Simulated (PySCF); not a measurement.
# [Ce(NH2)4]−: other functionals and bases at one geometry

Aim: see how levels, charges and forces of [Ce(NH2)4]− depend on the level of theory. It is a constructed species; whether it can be made isn't addressed.

The runs use PySCF 2.14.0; several levels, as the steps say, no spin–orbit coupling.

3 further runs of the same task are left out: 1 for a known fault of the program, 2 that didn't finish.

## (1) Where the work starts

13 atoms, charge -1, spin multiplicity 1.

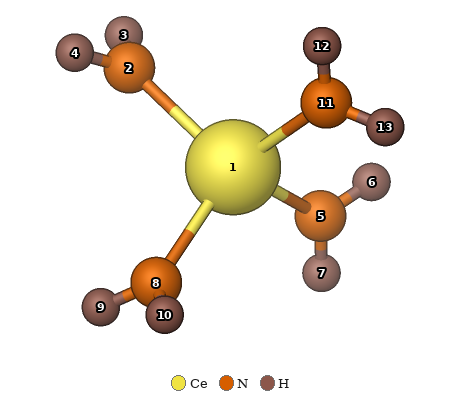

The geometry (cerium yellow, nitrogen orange, hydrogen brown); atoms are numbered from 1 in the order of the file.

Coordinates:

```xyz
13
charge -1, multiplicity 1
Ce   -0.00006    0.00000    0.00000
N     1.41621    1.29419    1.39192
H     1.39235    1.47584    2.39630
H     2.27801    1.73611    1.06276
N    -1.41644   -1.39190    1.29415
H    -2.27838   -1.06292    1.73585
H    -1.39171   -2.39651    1.47627
N     1.41621   -1.29419   -1.39192
H     2.27801   -1.73611   -1.06276
H     1.39235   -1.47584   -2.39630
N    -1.41644    1.39190   -1.29415
H    -1.39171    2.39651   -1.47627
H    -2.27838    1.06292   -1.73585
```

Formal oxidation states: Ce +3. Each metal's 1 4f electrons lie in its core potential, so multiplicities, spins and levels count the valence alone. An earlier session relaxed this geometry at PBE0, Ce lcecp-1-SVP with ECP47, N def2-SVP, H def2-SVP (singlet, point group S4).

At PBE0 on the finer grid: E = -255.754887 Eh, HOMO -1.17 eV, LUMO 3.51 eV, Mulliken charge on Ce1 +0.73 e, largest force component 0.011 eV/Å. 

Levels to run: BLYP; r2SCAN; M06-L; PBE; PBE0, TZVP. Hardware: 2 threads of AMD EPYC 9R45 (Zen 5), shared host.

## (2) BLYP

The input, run.py (the lines that set the calculation):

```python
mol = gto.M(atom='''
Ce    -0.00006     0.00000     0.00000
N      1.41621     1.29419     1.39192
H      1.39235     1.47584     2.39630
H      2.27801     1.73611     1.06276
N     -1.41644    -1.39190     1.29415
H     -2.27838    -1.06292     1.73585
H     -1.39171    -2.39651     1.47627
N      1.41621    -1.29419    -1.39192
H      2.27801    -1.73611    -1.06276
H      1.39235    -1.47584    -2.39630
N     -1.41644     1.39190    -1.29415
H     -1.39171     2.39651    -1.47627
H     -2.27838     1.06292    -1.73585''',
    basis={'Ce': 'lcecp-1-SVP', 'N': 'def2-SVP', 'H': 'def2-SVP'},
    ecp={'Ce': 'lcecp-1-SVP'},
    charge=-1, spin=0)
mf = dft.RKS(mol, xc='BLYP')
mf.grids.atom_grid = (75, 302)  # f atoms: unpruned, at least (60, 302)
mf = mf.density_fit()  # fitting sets: Ce AutoAux, N def2-universal-JKFIT, H def2-universal-JKFIT
mf.conv_tol = 1e-08; mf.max_cycle = 55
mf.kernel(dm0)  # dm0: the density of the relaxed state
```

The run is started by

```console
OMP_NUM_THREADS=2 python run.py
```

The log of the run:

```text
init E= -255.895809588434
  HOMO = 0.0163276010889969  LUMO = 0.112056194119763  gap/eV = 2.60491
cycle= 1 E= -255.903532162491  delta_E= -0.00772  |g|= 0.0293  |ddm|= 0.463
  HOMO = 0.0101594727551051  LUMO = 0.109275448757025  gap/eV = 2.69708
cycle= 2 E= -255.903348928214  delta_E= 0.000183  |g|= 0.0385  |ddm|= 0.124
  HOMO = 0.0115720103620905  LUMO = 0.10918176513886  gap/eV = 2.65610
cycle= 3 E= -255.903794433216  delta_E= -0.000446  |g|= 0.016  |ddm|= 0.0634
  HOMO = 0.0104115709782504  LUMO = 0.109026498913568  gap/eV = 2.68345
cycle= 4 E= -255.903845133132  delta_E= -5.07e-05  |g|= 0.0047  |ddm|= 0.0213
  HOMO = 0.0109479757362073  LUMO = 0.109207762127639  gap/eV = 2.67378
cycle= 5 E= -255.903850768982  delta_E= -5.64e-06  |g|= 0.000145  |ddm|= 0.00672
  HOMO = 0.0109502857757907  LUMO = 0.109205981330945  gap/eV = 2.67367
cycle= 6 E= -255.903850776584  delta_E= -7.6e-09  |g|= 1.31e-05  |ddm|= 0.000221
  HOMO = 0.0109506811083432  LUMO = 0.10920613215281  gap/eV = 2.67367
Extra cycle  E= -255.903850776583  delta_E= 1.53e-12  |g|= 1.3e-05  |ddm|= 3.18e-05
converged SCF energy = -255.903850776583
```

It took 7.4 s on 2 threads of AMD EPYC 9R45 (Zen 5), shared host.

It gives: E = -255.903851 Eh, HOMO 0.30 eV, LUMO 2.97 eV, Mulliken charge on Ce1 +0.43 e, largest force component 0.469 eV/Å. The highest filled level lies above zero; it isn't the detachment energy.

## (3) r2SCAN

run.py (the lines that set the calculation), as its differences from that of step 2:

```diff
@@ -17,3 +17,3 @@
     charge=-1, spin=0)
-mf = dft.RKS(mol, xc='BLYP')
+mf = dft.RKS(mol, xc='R2SCAN')
 mf.grids.atom_grid = (75, 302)  # f atoms: unpruned, at least (60, 302)
```

The run is started by

```console
OMP_NUM_THREADS=2 python run.py
```

The log of the run:

```text
init E= -255.903773967782
  HOMO = -0.00283870103367217  LUMO = 0.126842365088617  gap/eV = 3.52880
cycle= 1 E= -255.904863288783  delta_E= -0.00109  |g|= 0.016  |ddm|= 0.125
  HOMO = -0.00425306033725069  LUMO = 0.126505422363905  gap/eV = 3.55812
cycle= 2 E= -255.904758283186  delta_E= 0.000105  |g|= 0.0253  |ddm|= 0.0599
  HOMO = -0.0031044471352125  LUMO = 0.126487381866582  gap/eV = 3.52637
cycle= 3 E= -255.904942457854  delta_E= -0.000184  |g|= 0.00514  |ddm|= 0.0306
  HOMO = -0.00360387830895211  LUMO = 0.126328751185781  gap/eV = 3.53565
cycle= 4 E= -255.904948812286  delta_E= -6.35e-06  |g|= 0.000384  |ddm|= 0.00742
  HOMO = -0.00356657004939533  LUMO = 0.126340580682477  gap/eV = 3.53495
cycle= 5 E= -255.904948859336  delta_E= -4.71e-08  |g|= 3.46e-05  |ddm|= 0.000533
  HOMO = -0.00356408376282813  LUMO = 0.126340298408739  gap/eV = 3.53488
cycle= 6 E= -255.904948859755  delta_E= -4.18e-10  |g|= 7.45e-06  |ddm|= 8.62e-05
  HOMO = -0.0035653808942381  LUMO = 0.126339408128533  gap/eV = 3.53489
Extra cycle  E= -255.904948859757  delta_E= -2.67e-12  |g|= 7.53e-06  |ddm|= 2.59e-05
converged SCF energy = -255.904948859757
```

It took 11 s on 2 threads of AMD EPYC 9R45 (Zen 5), shared host.

Result: E = -255.904949 Eh, HOMO -0.10 eV, LUMO 3.44 eV, Mulliken charge on Ce1 +0.68 e, largest force component 0.096 eV/Å. 

## (4) M06-L

run.py (the lines that set the calculation), as its differences from that of step 3:

```diff
@@ -17,3 +17,3 @@
     charge=-1, spin=0)
-mf = dft.RKS(mol, xc='R2SCAN')
+mf = dft.RKS(mol, xc='M06L')
 mf.grids.atom_grid = (75, 302)  # f atoms: unpruned, at least (60, 302)
```

The run is started by

```console
OMP_NUM_THREADS=2 python run.py
```

The log of the run:

```text
init E= -255.980514861872
  HOMO = -0.0024386069808864  LUMO = 0.142282660566828  gap/eV = 3.93807
cycle= 1 E= -255.984751315535  delta_E= -0.00424  |g|= 0.0446  |ddm|= 0.257
  HOMO = 0.00756569592341919  LUMO = 0.143952918052598  gap/eV = 3.71129
cycle= 2 E= -255.983698720903  delta_E= 0.00105  |g|= 0.0788  |ddm|= 0.112
  HOMO = 0.0026424517169712  LUMO = 0.143713433221588  gap/eV = 3.83874
cycle= 3 E= -255.985249470918  delta_E= -0.00155  |g|= 0.00624  |ddm|= 0.077
  HOMO = 0.00351840641705825  LUMO = 0.144176147050786  gap/eV = 3.82749
cycle= 4 E= -255.985257829169  delta_E= -8.36e-06  |g|= 0.00253  |ddm|= 0.0091
  HOMO = 0.0035912882770525  LUMO = 0.14426712361432  gap/eV = 3.82798
cycle= 5 E= -255.985260294527  delta_E= -2.47e-06  |g|= 0.000645  |ddm|= 0.00536
  HOMO = 0.00372441059562182  LUMO = 0.144349199742567  gap/eV = 3.82660
cycle= 6 E= -255.985260479105  delta_E= -1.85e-07  |g|= 9.91e-05  |ddm|= 0.00186
  HOMO = 0.00373081662968396  LUMO = 0.144356036706572  gap/eV = 3.82661
cycle= 7 E= -255.985260484329  delta_E= -5.22e-09  |g|= 2.64e-05  |ddm|= 0.000321
  HOMO = 0.00373336058004721  LUMO = 0.144357043217852  gap/eV = 3.82657
Extra cycle  E= -255.98526048392  delta_E= 4.09e-10  |g|= 5.04e-05  |ddm|= 8.24e-05
converged SCF energy = -255.98526048392
```

It took 12 s on 2 threads of AMD EPYC 9R45 (Zen 5), shared host.

Read off: E = -255.985260 Eh, HOMO 0.10 eV, LUMO 3.93 eV, Mulliken charge on Ce1 +0.92 e, largest force component 0.087 eV/Å. The highest filled level lies above zero; it isn't the detachment energy.

## (5) PBE

run.py (the lines that set the calculation), as its differences from that of step 4:

```diff
@@ -17,3 +17,3 @@
     charge=-1, spin=0)
-mf = dft.RKS(mol, xc='M06L')
+mf = dft.RKS(mol, xc='PBE')
 mf.grids.atom_grid = (75, 302)  # f atoms: unpruned, at least (60, 302)
```

The run is started by

```console
OMP_NUM_THREADS=2 python run.py
```

The log of the run:

```text
init E= -255.760052007467
  HOMO = 0.0115444919872387  LUMO = 0.110412453901198  gap/eV = 2.69033
cycle= 1 E= -255.762973411589  delta_E= -0.00292  |g|= 0.0669  |ddm|= 0.346
  HOMO = -0.000609635238711706  LUMO = 0.108087643779825  gap/eV = 2.95780
cycle= 2 E= -255.758133626476  delta_E= 0.00484  |g|= 0.154  |ddm|= 0.249
  HOMO = 0.00702760014755497  LUMO = 0.108780547659798  gap/eV = 2.76884
cycle= 3 E= -255.764356669985  delta_E= -0.00622  |g|= 0.0136  |ddm|= 0.149
  HOMO = 0.00598301565461606  LUMO = 0.108396124691154  gap/eV = 2.78680
cycle= 4 E= -255.764425178294  delta_E= -6.85e-05  |g|= 0.00251  |ddm|= 0.0311
  HOMO = 0.00626377154970104  LUMO = 0.108491897852048  gap/eV = 2.78177
cycle= 5 E= -255.764426735731  delta_E= -1.56e-06  |g|= 0.000126  |ddm|= 0.00313
  HOMO = 0.00627951862521183  LUMO = 0.108497528182607  gap/eV = 2.78149
cycle= 6 E= -255.764426740201  delta_E= -4.47e-09  |g|= 2.33e-05  |ddm|= 0.000233
  HOMO = 0.0062763300213853  LUMO = 0.108496486413546  gap/eV = 2.78155
Extra cycle  E= -255.764426739549  delta_E= 6.51e-10  |g|= 5.67e-05  |ddm|= 7.92e-05
converged SCF energy = -255.764426739549
```

It took 10 s on 2 threads of AMD EPYC 9R45 (Zen 5), shared host.

Result: E = -255.764427 Eh, HOMO 0.17 eV, LUMO 2.95 eV, Mulliken charge on Ce1 +0.46 e, largest force component 0.400 eV/Å. The highest filled level lies above zero; it isn't the detachment energy.

## (6) PBE0, TZVP

Basis: Ce lcecp-1-TZVP with ECP47, N def2-TZVP, H def2-TZVP. 

run.py (the lines that set the calculation), as its differences from that of step 5:

```diff
@@ -14,6 +14,6 @@
 H     -2.27838     1.06292    -1.73585''',
-    basis={'Ce': 'lcecp-1-SVP', 'N': 'def2-SVP', 'H': 'def2-SVP'},
-    ecp={'Ce': 'lcecp-1-SVP'},
+    basis={'Ce': 'lcecp-1-TZVP', 'N': 'def2-TZVP', 'H': 'def2-TZVP'},
+    ecp={'Ce': 'lcecp-1-TZVP'},
     charge=-1, spin=0)
-mf = dft.RKS(mol, xc='PBE')
+mf = dft.RKS(mol, xc='PBE0')
 mf.grids.atom_grid = (75, 302)  # f atoms: unpruned, at least (60, 302)
@@ -21,2 +21,2 @@
 mf.conv_tol = 1e-08; mf.max_cycle = 55
-mf.kernel(dm0)  # dm0: the density of the relaxed state
+mf.kernel(dm0)  # dm0: free metal ions and neutral atoms
```

The run is started by

```console
OMP_NUM_THREADS=2 python run.py
```

The log of the run:

```text
init E= -262.073740966832
  HOMO = -0.00892952887217347  LUMO = 0.10584132470612  gap/eV = 3.12307
cycle= 1 E= -255.80350685457  delta_E= 6.27  |g|= 1.18  |ddm|=  2.9
  HOMO = -0.14490666805156  LUMO = 0.116074211863442  gap/eV = 7.10165
cycle= 2 E= -255.605911896326  delta_E= 0.198  |g|= 1.44  |ddm|= 1.43
  HOMO = -0.0318587535016937  LUMO = 0.127221691271338  gap/eV = 4.32880
cycle= 3 E= -256.017407816277  delta_E= -0.411  |g|= 0.234  |ddm|= 1.05
  HOMO = -0.0589718454571527  LUMO = 0.120531536703545  gap/eV = 4.88454
cycle= 4 E= -256.028724869921  delta_E= -0.0113  |g|= 0.0576  |ddm|= 0.301
  HOMO = -0.0546784292439109  LUMO = 0.122502636891205  gap/eV = 4.82134
cycle= 5 E= -256.029765269355  delta_E= -0.00104  |g|= 0.00678  |ddm|= 0.105
  HOMO = -0.0545265527230188  LUMO = 0.122532108241629  gap/eV = 4.81801
cycle= 6 E= -256.029778177824  delta_E= -1.29e-05  |g|= 0.000655  |ddm|= 0.0117
  HOMO = -0.0544916510372286  LUMO = 0.122560149739741  gap/eV = 4.81782
cycle= 7 E= -256.029778307022  delta_E= -1.29e-07  |g|= 0.000182  |ddm|= 0.00117
  HOMO = -0.0545016073396376  LUMO = 0.122558685899449  gap/eV = 4.81806
cycle= 8 E= -256.029778312693  delta_E= -5.67e-09  |g|= 0.000153  |ddm|= 0.000311
  HOMO = -0.0545076897310002  LUMO = 0.122558659849659  gap/eV = 4.81822
cycle= 9 E= -256.029778317723  delta_E= -5.03e-09  |g|= 3.29e-05  |ddm|= 0.000129
  HOMO = -0.0545043044147222  LUMO = 0.122559301792165  gap/eV = 4.81815
Extra cycle  E= -256.029778317424  delta_E= 2.99e-10  |g|= 5.03e-05  |ddm|= 6.05e-05
converged SCF energy = -256.029778317424
```

Wall time 26 s (2 threads of AMD EPYC 9R45 (Zen 5), shared host).

Result: E = -256.029778 Eh, HOMO -1.48 eV, LUMO 3.34 eV, Mulliken charge on Ce1 +1.50 e, largest force component 0.326 eV/Å. 

## (7) All levels side by side

| level | state | HOMO (eV) | gap (eV) | charge on Ce1 (e) | dipole (D) | largest force (eV/Å) | basis functions | time |
| --- | --- | --- | --- | --- | --- | --- | --- | --- |
| PBE0 (relaxed here) | singlet | -1.17 | 4.68 | 0.73 | 0.00 | 0.01 | 129 | 20 s |
| BLYP | singlet | 0.30 | 2.67 | 0.43 | 0.00 | 0.47 | 129 | 7.4 s |
| r2SCAN | singlet | -0.10 | 3.53 | 0.68 | 0.00 | 0.10 | 129 | 11 s |
| M06-L | singlet | 0.10 | 3.83 | 0.92 | 0.00 | 0.09 | 129 | 12 s |
| PBE | singlet | 0.17 | 2.78 | 0.46 | 0.00 | 0.40 | 129 | 10 s |
| PBE0, TZVP | singlet | -1.48 | 4.82 | 1.50 | 0.00 | 0.33 | 219 | 26 s |

Times are on 2 threads of AMD EPYC 9R45 (Zen 5), shared host; the first row also made further properties. The dipole of a charged species depends on the origin, so these sizes hold for this origin alone.

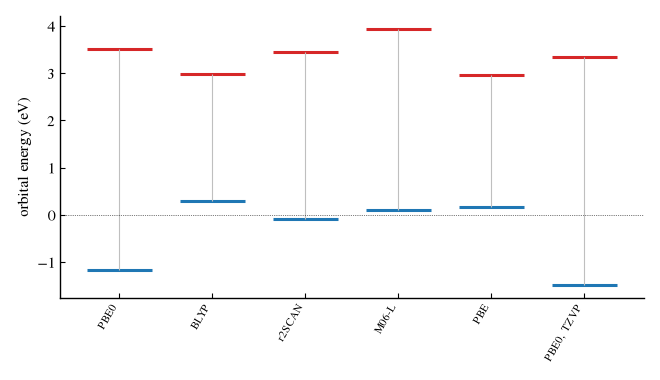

Highest filled and lowest empty level, method by method.

In one basis the HOMO–LUMO gap runs from 2.67 eV (BLYP) to 4.68 eV (PBE0). The largest leftover force, 0.47 eV/Å with BLYP, stands at a geometry relaxed at another level. The Mulliken charge on Ce spans +0.43 to +1.50 e over the levels. With 4f in the core, its levels are missing from HOMO and gap. Total energies of different levels can't be compared. Spin–orbit coupling is left out throughout.
